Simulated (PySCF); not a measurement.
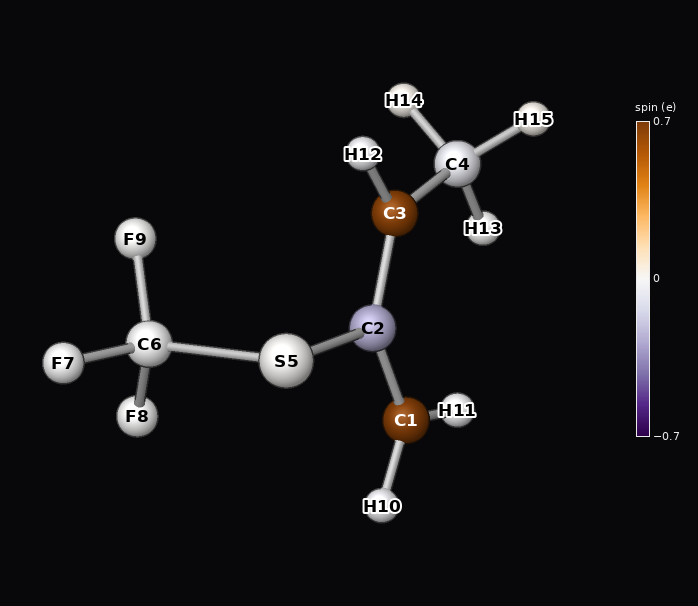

Atoms are coloured by their Mulliken spin populations. State: neutral, doublet. Computed geometry: GFN2-xTB optimisation. No frequency run is at hand to confirm it as a minimum. Level of theory: UKS B3LYP, pcH-1 on C F H S, non-relativistic (PySCF 2.14.0).

Give the Mulliken spin populations atom by atom.

```json
{"atom": "C1", "value (e)": "0.68"}
{"atom": "C2", "value (e)": "−0.26"}
{"atom": "C3", "value (e)": "0.66"}
{"atom": "C4", "value (e)": "−0.05"}
{"atom": "S5", "value (e)": "0.01"}
{"atom": "C6", "value (e)": "−0.01"}
{"atom": "F7", "value (e)": "0.00"}
{"atom": "F8", "value (e)": "0.00"}
{"atom": "F9", "value (e)": "0.00"}
{"atom": "H10", "value (e)": "−0.03"}
{"atom": "H11", "value (e)": "−0.03"}
{"atom": "H12", "value (e)": "−0.03"}
{"atom": "H13", "value (e)": "0.00"}
{"atom": "H14", "value (e)": "0.02"}
{"atom": "H15", "value (e)": "0.03"}
```

Mulliken values depend strongly on the basis set.
